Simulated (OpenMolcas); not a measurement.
# Mo⁴⁺ among point charges: CASSCF and CASPT2 levels and susceptibility

Aim: the splitting of the states of Mo⁴⁺ in the field of 6 point charges, its lowest levels with spin-orbit coupling and its magnetic susceptibility.

The numbers are computed with OpenMolcas 26.06 (state-averaged CASSCF and CASPT2, spin-orbit coupling by RASSI with atomic mean-field integrals), except any that are marked as measured or tabulated.

## 1. The atom as given

```
Species                           : Mo⁴⁺ (molybdenum, Z = 42, 38 electrons)
Basis                             : ANO-RCC-VTZP [7s6p4d2f1g], 68 functions
Scalar Hamiltonian                : DKH2, point nucleus
Inactive shells                   : 1s 2s 2p 3s 3p 3d 4s 4p
Active space                      : 2 electrons in 5 orbitals (4d)
Some configurations of this space : 4d²
Orbitals                          : optimised for each spin and parity, averaged over all roots
```

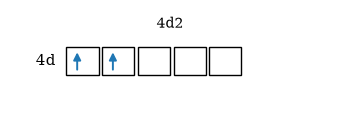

The shells outside the core, filled by Hund's rule for the drawing.

The ion sits among 6 point charges of -1.1 e arranged as a trigonal prism (D3h), 2.22 Å from the ion, with a polar angle of 48.1° against the regular 49.1°.

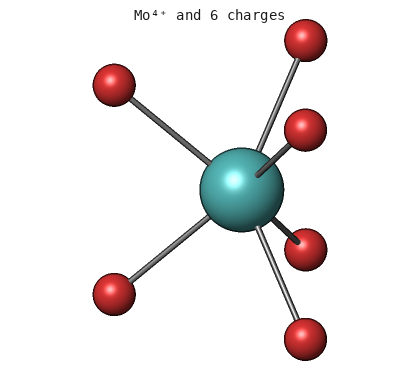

The ion and the point charges (red).

Each step is its own input file, run in one work folder so that later steps find the files of earlier ones. Labels, J, g values, rates, χT and fits are worked out afterwards by a script from the matrices that RASSI stores.

## 2. Basis and integrals

a.inp

```
&GATEWAY
Coord
1

Mo 0.0 0.0 0.0
Basis=ANO-RCC-VTZP
Group=NoSym
NoMove
AngMom=0.0 0.0 0.0
AMFI
XField
6 Angstrom 0
1.652837 0.000000 1.482069 -1.100000
-0.826419 1.431399 1.482069 -1.100000
-0.826419 -1.431399 1.482069 -1.100000
1.652837 0.000000 -1.482069 -1.100000
-0.826419 1.431399 -1.482069 -1.100000
-0.826419 -1.431399 -1.482069 -1.100000
&SEWARD
```

Run with:

```console
OMP_NUM_THREADS=1 MOLCAS_MEM=1689 MOLCAS_PROJECT=a pymolcas a.inp > a.log
```

Output:

```text
Basis set label: MO.ANO-RCC...7S6P4D2F1G.

      Electronic valence basis set:
      ------------------
      Associated Effective Charge  42.000000 au
      Associated Actual Charge     42.000000 au
      Nuclear Model: Point charge

      Shell  nPrim  nBasis  Cartesian Spherical Contaminant
         s      21       7        X
         p      18       6        X
         d      13       4                 X
         f       6       2                 X
         g       4       1                 X
                  Relativistic Douglas-Kroll-Hess integrals:
                    - DKH order of Hamiltonian: 2
                    - DKH order of Properties : 0
                  Atomic mean-field integrals
```

## 3. Reference wave functions, triplets, 10 roots

a.inp

```
&RASSCF
FileOrb=start.orb
Symmetry=1
Spin=3
nActEl=2 0 0
Inactive=18
Ras2=5
CIRoot=10 10 1
SDav=10
CIMx=300
Iter=120 100
PrWF=0.3
OrbListing=Nothing
MaxOrb=0
>>> COPY $Project.JobIph JOB001
```

start.orb holds the contracted functions of the basis, ordered by shell, or the orbitals of the step before.

Output, cut to the lines that bear on the results:

```text
[...]
      Number of active orbitals                  5
[...]
      Spin quantum number                      1.0
[...]
      Active orbitals                            5
[...]
      Number of CSFs                            10
      Number of root(s) required                10
[...]
      Convergence after  7 iterations
[...]
      Natural orbitals and occupation numbers for root  1
      sym 1:  -0.000000  -0.000000   1.000000  -0.000000   1.000000
      Natural orbitals and occupation numbers for root  2
      sym 1:   1.000000   0.000000   1.000000   0.000000  -0.000000
      Natural orbitals and occupation numbers for root  3
      sym 1:   0.499998   0.500002  -0.000000   0.499998   0.500002
::    RASSCF root number  1 Total energy:  -4048.81382576
::    RASSCF root number  2 Total energy:  -4048.81382576
::    RASSCF root number  3 Total energy:  -4048.80569595
[...]
::    RASSCF root number  7 Total energy:  -4048.80056683
::    RASSCF root number  8 Total energy:  -4048.75269140
::    RASSCF root number  9 Total energy:  -4048.73717465
::    RASSCF root number 10 Total energy:  -4048.73717462
```

## 4. CASSCF: singlets, 15 roots

a.inp

```
&RASSCF
FileOrb=start.orb
Symmetry=1
Spin=1
nActEl=2 0 0
Inactive=18
Ras2=5
CIRoot=15 15 1
SDav=15
CIMx=300
Iter=120 100
PrWF=0.3
OrbListing=Nothing
MaxOrb=0
>>> COPY $Project.JobIph JOB002
```

Output, cut to the lines that bear on the results:

```text
[...]
      Number of active orbitals                  5
[...]
      Spin quantum number                      0.0
[...]
      Active orbitals                            5
[...]
      Number of CSFs                            15
      Number of root(s) required                15
[...]
      Convergence after  6 iterations
[...]
      Natural orbitals and occupation numbers for root  1
      sym 1:   0.088326   0.670350   0.482649   0.088325   0.670350
      Natural orbitals and occupation numbers for root  2
      sym 1:   0.460175   0.460175   0.539825  -0.000000   0.539825
      Natural orbitals and occupation numbers for root  3
      sym 1:   0.539826   0.460174   0.000000   0.460174   0.539826
::    RASSCF root number  1 Total energy:  -4048.76570620
::    RASSCF root number  2 Total energy:  -4048.75366092
::    RASSCF root number  3 Total energy:  -4048.75366091
[...]
::    RASSCF root number 12 Total energy:  -4048.71385895
::    RASSCF root number 13 Total energy:  -4048.71133544
::    RASSCF root number 14 Total energy:  -4048.71133544
::    RASSCF root number 15 Total energy:  -4048.60472690
```

## 5. State interaction with spin-orbit coupling

a.inp

```
&RASSI
NrOfJobIphs=2 10 15
1 2 3 4 5 6 7 8 9 10
1 2 3 4 5 6 7 8 9 10 11 12 13 14 15
IphNames
JOB001
JOB002
EJob
SpinOrbit
DIPRint=1.0
SOCoupling=1000.0
Subsets=2
Property=9
'ANGMOM' 1 'ANGMOM' 2 'ANGMOM' 3 'MLTPL  1' 1 'MLTPL  1' 2 'MLTPL  1' 3
'AMFI' 1 'AMFI' 2 'AMFI' 3
SOProperty=3
'ANGMOM' 1 'ANGMOM' 2 'ANGMOM' 3
```

Output, cut to the lines that bear on the results:

```text
SPIN-FREE ENERGIES:
  (Shifted by EMIN (a.u.) =      -4048.8138257621)
 SF State       Relative EMIN(au)   Rel lowest level(eV)    D:o, cm**(-1)      L_eff
     1             0.0000000000        0.0000000000              0.0000         3.0
     2             0.0000000025        0.0000000669              0.0005         3.0
     3             0.0081298137        0.2212235012           1784.2879         3.0
     4             0.0081419467        0.2215536577           1786.9508         3.0
     5             0.0129370577        0.3520352750           2839.3560         3.0
     6             0.0129370586        0.3520352993           2839.3562         3.0
     7             0.0132589318        0.3607939132           2909.9992         2.7
    11             0.0481195637        1.3094000327          10561.0235         2.0
    12             0.0601648466        1.6371688795          13204.6575         2.0
    13             0.0601648526        1.6371690430          13204.6588         2.0
[...]
Eigenvalues of complex Hamiltonian:
   -----------------------------------
  (Shifted by EMIN (a.u.) =      -4048.8138257621)
 SO State       Relative EMIN(au)   Rel lowest level(eV)    D:o, cm**(-1)     J-value
     1            -0.0056363829        0.0000000000              0.0000         2.2
     2            -0.0056363821        0.0000000219              0.0002         2.2
     3            -0.0038820379        0.0477381601            385.0342         1.5
     4            -0.0038820359        0.0477382150            385.0347         1.5
     5             0.0019134776        0.2054421722           1657.0029         1.8
     6             0.0019162887        0.2055186658           1657.6198         1.8
     7             0.0040183375        0.2627183264           2118.9662         2.4
     8             0.0040183376        0.2627183285           2118.9662         2.4
     9             0.0043020250        0.2704378576           2181.2284         1.9
    10             0.0091039671        0.4011053574           3235.1329         2.5
    11             0.0091039691        0.4011054117           3235.1333         2.5
[...]
```

Time for these steps: 11 s (1 thread, shared host).

Spin-free states, with their symmetry labels:

```
state  degeneracy  E (cm-1)  free-ion L (%)
   3E           2         0         F (100)
  3A1           1      1784         F (100)
  3A2           1      1787         F (100)
   3E           2      2839          F (99)
  3A2           1      2910          F (83)
  1A1           1     10561          D (99)
   1E           2     13205          D (99)
   1E           2     13248          D (86)
  3A2           1     13417          P (83)
   1E           2     13982         G (100)
   3E           2     16823          P (99)
  1A1           1     18980         G (100)
  1A2           1     19007         G (100)
  1A1           1     21759          G (99)
   1E           2     21940          G (99)
   1E           2     22494          G (86)
  1A1           1     45892          S (98)
```

With spin-orbit coupling:

```csv
E (cm-1),Degeneracy,Label,2S+1,g
0.0,2,E,3,0.00 0.00 0.17
385.0,2,E,3,0.00 0.00 3.46
1657,1,A2,3,
1658,1,A1,3,
2119,2,E,3,0.00 0.00 2.71
2181,1,A1,3,
3235,2,E,3,0.00 0.00 2.92
3433,1,A2,3,
3435,1,A1,3,
3644,1,A2,3,
4280,2,E,3,0.00 0.00 9.99
4764,2,E,3,0.00 0.00 5.82
5147,2,E,3,0.00 0.00 2.91
5267,1,A1,3,
11840,1,A1,1,
13636,2,E,1,0.00 0.00 2.89
14283,2,E,1,0.00 0.00 4.13
14593,1,A1,3,
15291,2,E,1,0.00 0.00 8.00
15319,2,E,3,0.00 0.00 3.03
17616,1,A2,3,
17773,1,A1,3,
18346,2,E,3,0.00 0.00 2.06
18771,2,E,3,0.00 0.00 5.83
```

Labels of spin-orbit levels are those of the rotation subgroup (D3 for D3h). Principal g values are given for doublets only; a zero marks a field direction without first-order Zeeman splitting.

Powder χT (cm³ K/mol): 0.00 at 2 K, 0.00 at 5 K, 0.01 at 10 K, 0.01 at 20 K, 0.03 at 50 K, 0.06 at 100 K, 0.10 at 150 K, 0.14 at 200 K, 0.18 at 250 K, 0.22 at 300 K.

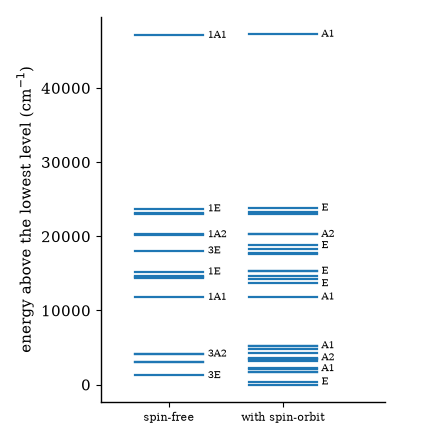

The states in the field without (left) and with (right) spin-orbit coupling.

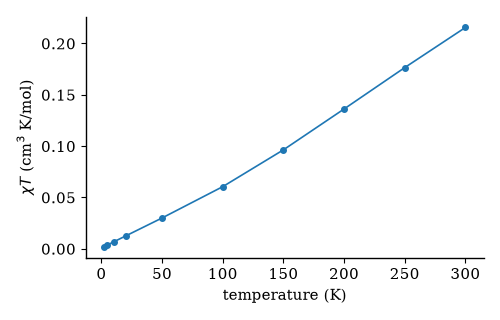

χT against temperature.

Orbitals of the lowest block (energies include the constant potential of the surroundings):

```
shell     space  energy (hartree)  mean occupation  ⟨r²⟩ (bohr²)
   1s  inactive         -738.9410            2.000       0.00163
   2s  inactive         -107.3830            2.000        0.0277
   2p  inactive          -95.8370            6.000        0.0219
   3s  inactive          -19.6802            2.000         0.208
   3p  inactive          -15.7819            6.000         0.213
   3d  inactive           -9.4195           10.000         0.205
   4s  inactive           -3.0880            2.000          1.35
   4p  inactive           -1.8962            6.000          1.64
   4d      RAS2                              2.000          2.73
```

## 6. CASPT2: IPEA 0.25, imaginary shift 0.1 (closed shells correlated: 4s 4p)

a.inp

```
>>> COPY JOB001 $Project.JobIph
&CASPT2
Multistate=10 1 2 3 4 5 6 7 8 9 10
NoMult
Frozen=14
IPEA=0.25
Imaginary=0.1
MaxIter=60
WThr=0.0 0.3 0.05
PrWF=0.5
NoMix
>>> COPY JOB002 $Project.JobIph
&CASPT2
Multistate=15 1 2 3 4 5 6 7 8 9 10 11 12 13 14 15
NoMult
Frozen=14
IPEA=0.25
Imaginary=0.1
MaxIter=60
WThr=0.0 0.3 0.05
PrWF=0.5
NoMix
```

Run with:

```console
OMP_NUM_THREADS=1 MOLCAS_MEM=1689 MOLCAS_PROJECT=a pymolcas a.inp > a.log
```

Output:

```text
Orbital specifications:
      -----------------------

      Symmetry species                           1
                                                 a
      Frozen orbitals                           14
      Inactive orbitals                          4
      Active orbitals                            5
      Secondary orbitals                        45
      Deleted orbitals                           0
      Number of basis functions                 68
Type of calculation                        SS-CASPT2
      Fock operator                              state-specific
      IPEA shift                                 0.25
      Real shift                                 0.00
      Imaginary shift                            0.10
      The input orbitals will be transformed to quasi-canonical
Reference energy:       -4048.8138257621
      E2 (Non-variational):      -0.2631095628
      Shift correction:          -0.0000966220
      E2 (Variational):          -0.2632061848
      Total energy:           -4049.0770319469
      Residual norm:              0.0000004610
      Reference weight:           0.95498
      Contributions to the CASPT2 correlation energy
      Active & Virtual Only:         -0.0047306357
      One Inactive Excited:          -0.0952099760
      Two Inactive Excited:          -0.1631689512
Reference energy:       -4048.8138257596
      E2 (Non-variational):      -0.2637561664
      Shift correction:          -0.0000979053
      E2 (Variational):          -0.2638540717
      Total energy:           -4049.0776798313
      Residual norm:              0.0000005083
      Reference weight:           0.95469
      Contributions to the CASPT2 correlation energy
      Active & Virtual Only:         -0.0048374026
      One Inactive Excited:          -0.0957358878
      Two Inactive Excited:          -0.1631828759
::    CASPT2 Root  1     Total energy:  -4049.07703195
::    CASPT2 Root  2     Total energy:  -4049.07767983
::    CASPT2 Root  3     Total energy:  -4049.07179043
::    CASPT2 Root  4     Total energy:  -4049.07177905
::    CASPT2 Root  5     Total energy:  -4049.06759416
::    CASPT2 Root  6     Total energy:  -4049.06759397
::    CASPT2 Root  7     Total energy:  -4049.06815179
::    CASPT2 Root  8     Total energy:  -4049.02680324
::    CASPT2 Root  9     Total energy:  -4049.01275228
::    CASPT2 Root 10     Total energy:  -4049.01275251
Orbital specifications:
      -----------------------

      Symmetry species                           1
                                                 a
      Frozen orbitals                           14
      Inactive orbitals                          4
      Active orbitals                            5
      Secondary orbitals                        45
      Deleted orbitals                           0
      Number of basis functions                 68
Type of calculation                        SS-CASPT2
      Fock operator                              state-specific
      IPEA shift                                 0.25
      Real shift                                 0.00
      Imaginary shift                            0.10
      The input orbitals will be transformed to quasi-canonical
Reference energy:       -4048.7657061984
      E2 (Non-variational):      -0.2774191559
      Shift correction:          -0.0001615242
      E2 (Variational):          -0.2775806801
      Total energy:           -4049.0432868785
      Residual norm:              0.0000000650
      Reference weight:           0.94854
      Contributions to the CASPT2 correlation energy
      Active & Virtual Only:         -0.0153861847
      One Inactive Excited:          -0.0928334539
      Two Inactive Excited:          -0.1691995173
Reference energy:       -4048.7536609155
      E2 (Non-variational):      -0.2783755771
      Shift correction:          -0.0001862705
      E2 (Variational):          -0.2785618476
      Total energy:           -4049.0322227631
      Residual norm:              0.0000000593
      Reference weight:           0.94772
      Contributions to the CASPT2 correlation energy
      Active & Virtual Only:         -0.0152321025
      One Inactive Excited:          -0.0942510871
      Two Inactive Excited:          -0.1688923875
::    CASPT2 Root  1     Total energy:  -4049.04328688
::    CASPT2 Root  2     Total energy:  -4049.03222276
::    CASPT2 Root  3     Total energy:  -4049.03222276
::    CASPT2 Root  4     Total energy:  -4049.03014250
::    CASPT2 Root  5     Total energy:  -4049.03048548
::    CASPT2 Root  6     Total energy:  -4049.02493621
::    CASPT2 Root  7     Total energy:  -4049.02486830
::    CASPT2 Root  8     Total energy:  -4049.00521711
::    CASPT2 Root  9     Total energy:  -4049.00511581
::    CASPT2 Root 10     Total energy:  -4048.99095829
::    CASPT2 Root 11     Total energy:  -4048.98949757
::    CASPT2 Root 12     Total energy:  -4048.98949746
::    CASPT2 Root 13     Total energy:  -4048.98723828
::    CASPT2 Root 14     Total energy:  -4048.98737380
::    CASPT2 Root 15     Total energy:  -4048.90314176
```

This run: 9.8 s of run time, 1 thread, shared host.

SS-CASPT2: lowest energy less the reference's lowest, -0.2635 hartree; reference weights 0.943 to 0.955.

States without spin-orbit coupling:

```
state  degeneracy  E (cm-1)  free-ion L (%)
   3E           2         0         F (100)
  3A1           1      1221         F (100)
  3A2           1      1224         F (100)
  3A2           1      2020          F (83)
   3E           2      2142          F (99)
  1A1           1      7477          D (99)
   1E           2      9906          D (99)
   1E           2     10325          D (86)
  3A2           1     11095          P (83)
   1E           2     11512         G (100)
   3E           2     14179          P (99)
  1A1           1     15833         G (100)
  1A2           1     15855         G (100)
  1A1           1     18962          G (99)
   1E           2     19283          G (99)
   1E           2     19764          G (86)
  1A1           1     38236          S (98)
```

With spin-orbit coupling:

```tsv
E (cm-1)	Degeneracy	Label	2S+1	g
0	2	E	3	0.00 0.00 0.27
220	2	E	3	0.00 0.00 3.18
1420	1	A1	3	
1580	1	A2	3	
1580	1	A1	3	
1820	2	E	3	0.00 0.00 3.08
2570	2	E	3	0.00 0.00 2.97
3040	1	A2	3	
3130	1	A2	3	
3130	1	A1	3	
3800	2	E	3	0.00 0.00 9.98
4220	2	E	3	0.00 0.00 5.74
4460	2	E	3	0.00 0.00 2.76
4540	1	A1	3	
8970	1	A1	1	
10810	2	E	1	0.00 0.00 2.45
11510	2	E	1	0.00 0.00 4.11
12310	1	A1	3	
12790	2	E	3	0.00 0.00 3.46
12930	2	E	1	0.00 0.00 8.01
15070	1	A2	3	
15230	1	A1	3	
15780	2	E	3	0.00 0.00 2.07
16200	2	E	3	0.00 0.00 5.85
```

Powder χT (cm³ K/mol): 0.00 at 2 K, 0.01 at 5 K, 0.01 at 10 K, 0.02 at 20 K, 0.04 at 50 K, 0.08 at 100 K, 0.13 at 150 K, 0.17 at 200 K, 0.21 at 250 K, 0.25 at 300 K.

## 7. The methods side by side

A. CASSCF
B. SS-CASPT2, IPEA 0.25, imaginary shift 0.1 (closed shells correlated: 4s 4p)

```
method  ground state  first state of that spin (cm-1)  first gap with spin-orbit (cm-1)  χT at 300 K
     A            3E                         3A1 1784                             385.0         0.22
     B            3E                         3A1 1221                             218.6         0.25
```

## 8. What came out

```
                                            quantity                                                                        value
                                              method  SS-CASPT2, IPEA 0.25, imaginary shift 0.1 (closed shells correlated: 4s 4p)
                              spin-free ground state                                               3E, 2-fold in its orbital part
first state of the same spin within the active space                                                             3A1 at 1220 cm⁻¹
                                        lowest level                                               2-fold E, g = 0.00, 0.00, 0.27
                                          next level                                                                   218.6 cm⁻¹
                                         χT at 300 K                                                               0.25 cm³ K/mol
                           effective moment at 300 K                                                                      1.41 μB
```

Cost by method:

```
                                              method  time of its own steps  time with the reference
                                           A. CASSCF                   11 s                     11 s
B. SS-CASPT2, IPEA 0.25, imaginary shift 0.1, +4s 4p                  9.8 s                     21 s
```

Times are of one thread on a shared host.

In words: The spin-free ground state (3E) comes to 100 % from free-ion F terms and keeps the highest spin of the shell. χT at 300 K is 0.25, against 1.00 cm³ K/mol for the spin alone, so spin-orbit coupling lowers it. CASPT2 does not keep the components of a term degenerate, and the means are used. The field of point charges can differ much from that of real complexes. Point charges carry no covalency, so the field is a model and not that of real ligands.
